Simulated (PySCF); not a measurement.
Cl$_{2}$H$_{7}$NSi$_{3}$

The calculation's input:

```
{"job": {"kind": "nmr", "xc": "PBE0", "basis": "pcSseg-1"}, "charge": 0, "multiplicity": 1}
Si     0.174543     0.849462    -0.882833
Si    -0.482160     1.163812     1.332933
N      0.219498    -0.788497    -1.395357
Si    -0.111697    -2.242074    -0.480864
Cl    -1.119859     1.928095    -2.093836
Cl     2.040331     1.721331    -1.142307
H      0.452207     0.467002     2.266089
H     -0.434762     2.635195     1.578308
H     -1.873649     0.662736     1.538105
H      0.500012    -0.925001    -2.365770
H     -0.576800    -1.801413     0.866711
H     -1.174847    -3.058578    -1.138810
H      1.105412    -3.094839    -0.327169
```

Command:

```sh
OMP_NUM_THREADS=1 python cluster_run.py task.json out
```

Geometry: PBE0-D3(BJ)/def2-SVP.

Theory: PBE0/pcSseg-1, SCF density, gas phase, non-relativistic (PySCF 2.14.0).

> What can the converged electron density and electron localisation function tell about the bonding?

Si–N (1.72 Å): the density is about 1.1 e/Å³ at the midpoint; the ELF peaks at about 0.90 between the atoms: a shared but strongly polarised pair.
Si–Si (2.33 Å): ρ is about 0.68 e/Å³ halfway; the ELF peaks at about 1 between the atoms, as expected for a shared electron pair.
N–H (1.02 Å): the density is about 2.7 e/Å³ at the midpoint; the ELF climbs to about 1 towards the hydrogen, as it does in any bond to H (a covalent bond by its length).
Si–H (1.49 Å): the density is about 0.79 e/Å³ at the midpoint; the ELF climbs to about 1 towards the hydrogen.

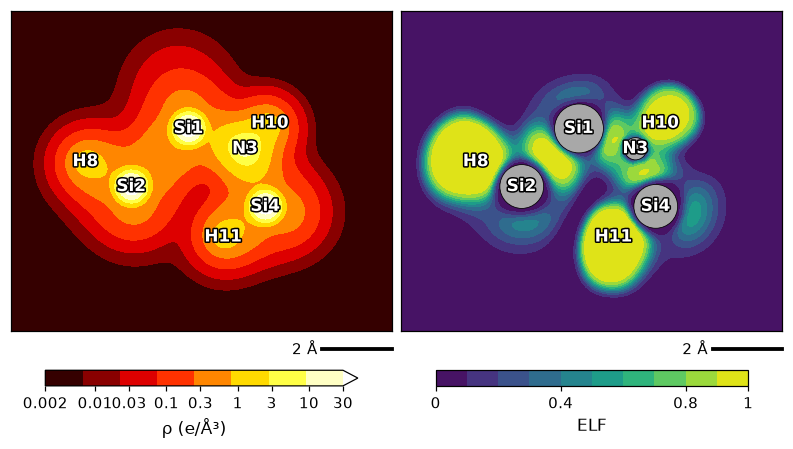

Computed electron density and electron localisation function on the plane of atoms Si1, Si2 and H8, in this order. Grey discs cover the atomic cores in the ELF map. 
